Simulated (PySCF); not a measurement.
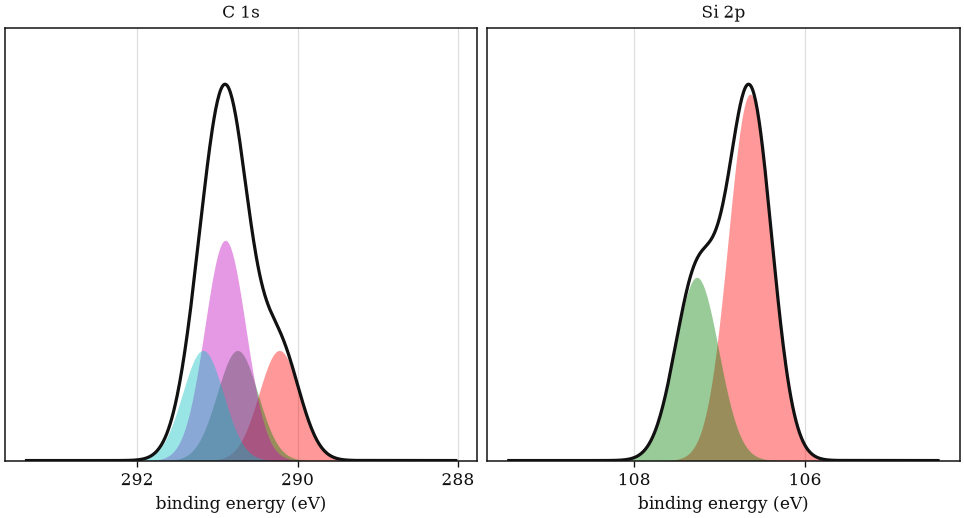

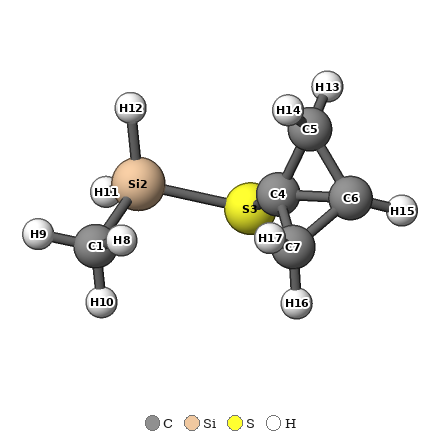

Simulated XPS of C₅H₁₀SSi, SMILES C[SiH2]S[C@]12C[C@H]1C2. Vertical core-electron binding energies by ΔSCF (SCAN, pcX-2 on the ionised atom, pcseg-1 elsewhere, spin-free X2C; PySCF, at a PBE0-D3(BJ)/def2-SVP geometry (no frequency check)), gas phase, against the vacuum level. One atom of each kind was ionised; within a panel, areas follow the number of like atoms and 2j + 1 (2p levels are split by first-order spin-orbit coupling, an approximation), each panel is scaled alone, Gaussians of 0.6 eV full width. Only the regions named are shown. Lines closer than the width merge in the curve. The order of lines from different atoms under 0.3 eV apart is within the error of the method.

> Which atoms give which peak?

```
   level   atoms  binding energy (eV)
    C 1s      C4                291.2
    C 1s  C5, C7                290.9
    C 1s      C6                290.7
    C 1s      C1                290.2
Si 2p1/2     Si2                107.3
Si 2p3/2     Si2                106.6
```

> How large is the chemical shift across the C 1s region?

1.0 eV, from C1 at 290.2 eV to C4 at 291.2 eV.

Caveats: one conformer of a flexible molecule.
